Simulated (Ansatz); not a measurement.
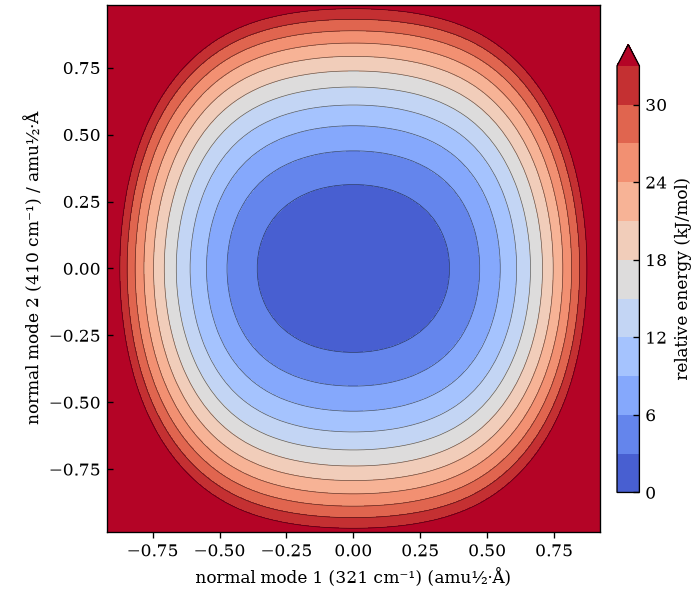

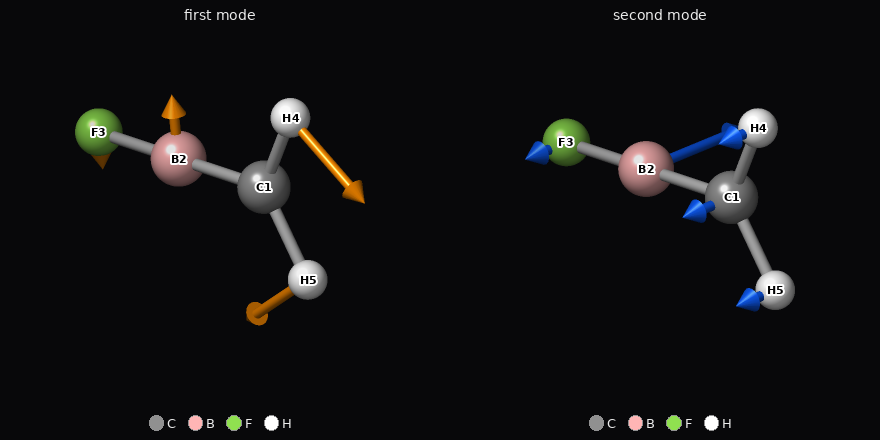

Energy landscape of CH₂BF, SMILES C=BF. First axis: normal mode 1 (321 cm⁻¹). Second axis: normal mode 2 (410 cm⁻¹). Nothing is relaxed (straight displacements along the two mass-weighted modes). The scan uses a 9 × 9 grid; 25 points were computed and 56 follow by symmetry. Points are written as (first, second). All energies are given in kJ/mol relative to the lowest grid point. Method: RKS wB97M-V/def2-TZVP in Ansatz 0.2.0.

Drawn: filled contours, one colour for all values above the top of the scale. Between grid points the surface is interpolated. The second picture is the structure at the lowest point

Summarise what can be read from the map.

The lowest grid point is at (0.00 amu½·Å, 0.000 amu½·Å). No other kind of well shows on this grid. The highest grid point, (−0.92 amu½·Å, −0.985 amu½·Å), lies 76.2 kJ/mol above the lowest.

The values on the grid:

```tsv
normal mode 2 (410 cm⁻¹) ↓, normal mode 1 (321 cm⁻¹) →	−0.92	−0.69	−0.46	−0.23	0.00	0.23	0.46	0.69	0.92
0.985	76.2	52.9	40.6	35.4	34.1	35.4	40.6	52.9	76.2
0.738	59.1	36.1	24.2	19.2	18.0	19.2	24.2	36.1	59.1
0.492	47.6	25.1	13.5	8.7	7.6	8.7	13.5	25.1	47.6
0.246	41.2	18.9	7.5	2.9	1.8	2.9	7.5	18.9	41.2
0.000	39.1	16.9	5.6	1.1	0.0	1.1	5.6	16.9	39.1
−0.246	41.2	18.9	7.5	2.9	1.8	2.9	7.5	18.9	41.2
−0.492	47.6	25.1	13.5	8.7	7.6	8.7	13.5	25.1	47.6
−0.738	59.1	36.1	24.2	19.2	18.0	19.2	24.2	36.1	59.1
−0.985	76.2	52.9	40.6	35.4	34.1	35.4	40.6	52.9	76.2
```

The input of one point:

```yaml
crystal:
  periodic: [false, false, false]
  atoms:
    - { symbol: C, position_ang: [-0.349966, 0.379875, -0.267322] }
    - { symbol: B, position_ang: [0.478423, -0.519289, 0.365521] }
    - { symbol: F, position_ang: [1.252313, -1.359298, 0.956648] }
    - { symbol: H, position_ang: [-0.809441, 1.19945, 0.267781] }
    - { symbol: H, position_ang: [-0.571329, 0.299262, -1.322629] }
basis:
  gaussian: { orbitals: def2-TZVP }
hamiltonian:
  xc: { name: wB97M-V }
output:
  forces: true
```

Each point was launched as `ansatz run input.yaml --threads 1 --pin off --max-ram 2560MiB --backend cpu --events-out ev --progress --plain --runs-dir out`. The whole map (25 points run) took 4.2 min on 1 thread of Arm Neoverse V2, on a shared host.
